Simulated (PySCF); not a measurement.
Molecule: SMILES [SiH3][SiH2]C[SiH3], singlet. Atoms near the plane z = 0.6 Å, at the GFN2-xTB optimised geometry (x, y, z in Å): Si1 (1.8, -0.5, 0.0), C2 (-0.1, -0.5, 0.0), Si3 (-0.9, 1.2, 0.0), H5 (2.3, -1.9, 0.0), H6 (2.3, 0.2, 1.2), H8 (-0.4, -1.1, 0.9), H10 (-2.3, 1.0, 0.1), H11 (-0.5, 1.9, 1.2).

Calculation: B3LYP/def2-TZVP run with PySCF. The values are rescaled to run from 0 to 1.

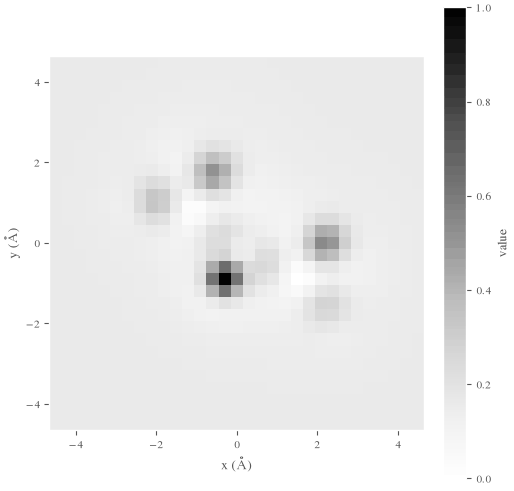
a field on the plane z = 0.6 Å.

Q: Which quantity is mapped?
(A) electrostatic potential
(B) log10 of the electron density
(C) deformation density (molecule minus spherical neutral atoms)
(D) electron localisation function

A: C, deformation density (molecule minus spherical neutral atoms). In full: deformation density (molecule minus spherical neutral atoms) (e/bohr³).
